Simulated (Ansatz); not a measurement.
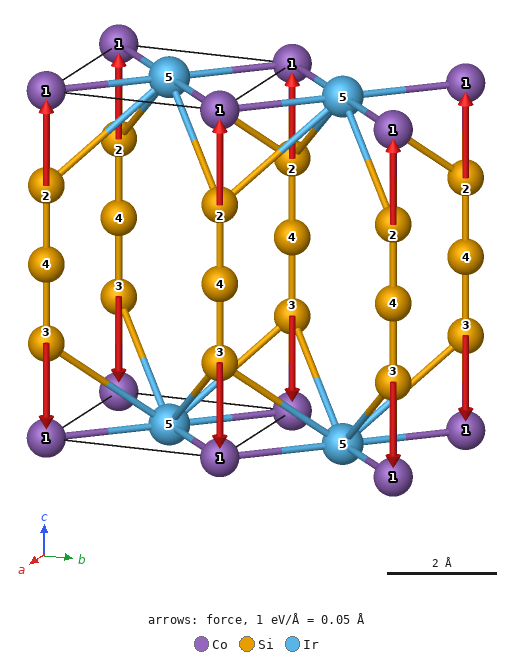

Starting geometry of solid CoSi3Ir (a generated structure, set up in P4/mmm) (coarse preliminary run) with the computed forces as red arrows. The picture is a ball-and-stick view of the cell of the calculation, repeated 1 × 2 × 1 with one cell outlined, seen slightly off an axis.

These are results of DFT PBE, scalar-relativistic, plane waves, PAW in Ansatz 0.2.0, not measurements. (plane-wave cutoff 420 eV; k-point mesh 6 × 6 × 4; occupations gaussian; smearing width 0.1 eV; collinear spin; cell and atoms relaxed; force threshold 0.04 eV/Å; at most 70 steps)

### Is this structure relaxed? If not, where do the atoms go?

It isn't relaxed: the largest force vector, on Si atoms, is 32.89 eV/Å. The atoms end up moving mostly along the starting forces (cosine between the two patterns 1.00). After 11 accepted moves (13 points after the start) the energy has fallen by 4169 meV per atom. The largest force component goes from 33 to 0.0055 eV/Å. Pressure: 99.87 GPa at the start and 0.04 GPa at the end. The SCF was repeated twice at an unchanged geometry on a basis and grid sized afresh for the cell, which shifted the energy by 84.1 meV per atom at most. The largest moves relative to the cell, 0.31 Å, are those of Si2 and Si3. Si3 goes along −c. Co and Ir stay in place. Cell: a = b 3.463 → 3.272 Å (−5.5 %), c 6.645 → 9.119 Å (+37.2 %). Volume +22.5 %. Some distances before and after: Si2–Si3 3.024 → 4.767 Å, Si2–Si4 1.512 → 2.383 Å, Co1–Si2 1.811 → 2.176 Å, Co1–Ir5 2.449 → 2.314 Å. The space group stays P4/mmm (No. 123). The program noted that the starting moments weren't kept. The run may lie on a higher electronic state than the lowest, so the end point isn't shown to be the ground-state structure. Cost: 6.5 min on 1 thread of AMD EPYC (Zen 3), on a shared host, peak memory 0.51 GiB.
